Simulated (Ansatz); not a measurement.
# PBE0/def2-TZVPPD run of BH3 (borane)

What is the electronic atomisation energy of BH3 (borane) at PBE0/def2-TZVPPD? 

The results are computed with Ansatz 0.2.0.

32 further runs of the same task are left out: 32 set aside as unsound or not needed.

### 1 Starting point

BH3 has 4 atoms, charge 0, and is taken as a singlet. SMILES: `B`. The coordinates come from a PBE0-D4/def2-TZVP relaxation.

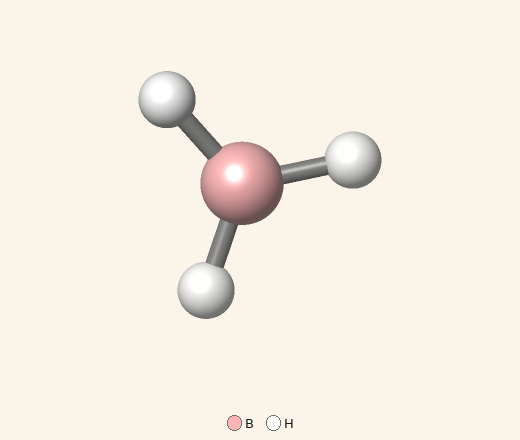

The structure, seen from a chosen angle (boron pink, hydrogen white).

### 2 A single-point energy at PBE0/def2-TZVPPD

Input file job.yaml:

```yaml
crystal:
  periodic: [false, false, false]
  atoms:
    - {symbol: B, position_ang: [0.013900, -0.015100, -0.005100]}
    - {symbol: H, position_ang: [0.982200, 0.381700, 0.568800]}
    - {symbol: H, position_ang: [-0.276200, -1.171800, 0.043000]}
    - {symbol: H, position_ang: [-0.664400, 0.744900, -0.626900]}
basis:
  gaussian:
    orbitals: def2-TZVPPD.json
accuracy: high
hamiltonian:
  xc: {name: PBE0}
output: {orbitals: {seedname: orbitals}}
```

The basis set def2-TZVPPD is read from a file made from the Basis Set Exchange's data (not shown).

On the command line:

```bash
ansatz run job.yaml --threads 1 --pin off --max-ram 3480MiB --events-out events.jsonl --progress --plain --runs-dir runs
```

Log:

```text
Warning: RAYON_NUM_THREADS=1 ignored (pool sized by the plan → 1); use --threads N
Functional definition: PBE0
  name "PBE0"
  parameter a = 0.25
  parameter kappa = 0.804
  parameter beta = 0.06672455060314922
  exchange = (1 - a)*pbe_x(kappa = kappa, mu = beta*pi^2/3) + a*exact_x
  correlation = pbe_c(beta = beta)
1349 factors; integrals over basis functions are off by at most 2.9e-9 eV
mean field evaluation 1: about -722.2238 eV, gradient 1.4e1 eV
mean field evaluation 2: about -722.6878 eV, gradient 8.2e0 eV
mean field evaluation 4: about -722.9074 eV, gradient 3.2e-2 eV
mean field evaluation 8: about -722.9064 eV, gradient 1.7e-4 eV
mean field -722.90639714 eV, -26.5663200913 hartree, gradient 2.9e-8 eV, S^2 0.000000; 0 other end points of the search recorded, 0 dependent functions left out
reference -722.90639971 eV, -26.5663201857 hartree; 4, 4 occupied and 84, 84 virtual orbitals, 1349 factors
Total energy: -722.90639971 eV, -26.5663201857 hartree
```

It took 1.6 s on 1 thread of Arm Neoverse V2, shared host; peak memory 0.16 GiB.

### 3 The B atom

Input file molecule.yaml:

```yaml
crystal:
  periodic: [false, false, false]
  atoms:
    - {symbol: B, position_ang: [0.000000, 0.000000, 0.000000]}
basis:
  gaussian:
    orbitals: def2-TZVPPD.json
hamiltonian:
  xc: pbe0
magnetization:
  spin_polarized: true
  initial_magnetization: 1
accuracy: high
```

The basis set def2-TZVPPD is read from a file made from the Basis Set Exchange's data (not shown).

On the command line:

```bash
ansatz run molecule.yaml --threads 1 --pin off --max-ram 3480MiB --events-out events.jsonl --progress --plain --runs-dir runs
```

Log (excerpt; [...] marks lines left out):

```text
Warning: RAYON_NUM_THREADS=1 ignored (pool sized by the plan → 1); use --threads N
[... 7 set-up lines as earlier in the session ...]
368 factors; integrals over basis functions are off by at most 2.4e-9 eV
mean field evaluation 1: about -669.8243 eV, gradient 2.9e0 eV
mean field evaluation 2: about -669.8949 eV, gradient 6.5e-1 eV
mean field evaluation 4: about -669.8985 eV, gradient 1.9e-1 eV
mean field evaluation 8: about -669.8988 eV, gradient 2.3e-4 eV
mean field -669.89878486 eV, -24.6183262699 hartree, gradient 4.5e-8 eV, S^2 0.754328; 0 other end points of the search recorded, 0 dependent functions left out
reference -669.89878667 eV, -24.6183263365 hartree; 3, 2 occupied and 34, 35 virtual orbitals, 368 factors
Total energy: -669.89878667 eV, -24.6183263365 hartree
```

It took 0.46 s on 1 thread of Arm Neoverse V2, shared host.

### 4 The H atom, same level

Input file in.yaml:

```yaml
crystal:
  periodic: [false, false, false]
  atoms:
    - {symbol: H, position_ang: [0.000000, 0.000000, 0.000000]}
basis:
  gaussian:
    orbitals: def2-TZVPPD.json
magnetization:
  spin_polarized: true
  initial_magnetization: 1
hamiltonian:
  xc: {name: PBE0}
accuracy: high
```

The basis set def2-TZVPPD is read from a file made from the Basis Set Exchange's data (not shown).

On the command line:

```bash
ansatz run in.yaml --threads 1 --pin off --max-ram 3480MiB --events-out events.jsonl --progress --plain --runs-dir runs
```

Log (excerpt; [...] marks lines left out):

```text
Warning: RAYON_NUM_THREADS=1 ignored (pool sized by the plan → 1); use --threads N
[... 7 set-up lines as earlier in the session ...]
117 factors; integrals over basis functions are off by at most 2.6e-9 eV
mean field evaluation 1: about -13.6328 eV, gradient 2.9e-1 eV
mean field evaluation 2: about -13.6327 eV, gradient 2.9e-1 eV
mean field evaluation 4: about -13.6339 eV, gradient 1.5e-2 eV
mean field evaluation 8: about -13.6339 eV, gradient 7.7e-7 eV
mean field -13.63389015 eV, -0.5010362216 hartree, gradient 3.6e-10 eV, S^2 0.750000; 0 other end points of the search recorded, 0 dependent functions left out
reference -13.63389203 eV, -0.5010362907 hartree; 1, 0 occupied and 16, 17 virtual orbitals, 117 factors
Total energy: -13.63389203 eV, -0.5010362907 hartree
```

Wall time 0.14 s (1 thread of Arm Neoverse V2, shared host).

### 5 What came out

Level: PBE0/def2-TZVPPD.

| quantity | value |
| --- | --- |
| molecule: total energy | -26.56632 Eh |
| molecule: HOMO energy | -9.92 eV |
| molecule: LUMO energy | -1.96 eV |
| molecule: HOMO–LUMO gap | 7.96 eV |
| B atom: total energy | -24.61833 Eh |
| B atom: ⟨S²⟩ | 0.754 |
| H atom: total energy | -0.50104 Eh |
| H atom: ⟨S²⟩ | 0.750 |
| electronic atomisation energy | 12.106 eV |

In words: Taking the molecule apart into free atoms costs 12.11 eV (1168 kJ/mol), before zero-point energy and without spin-orbit coupling.
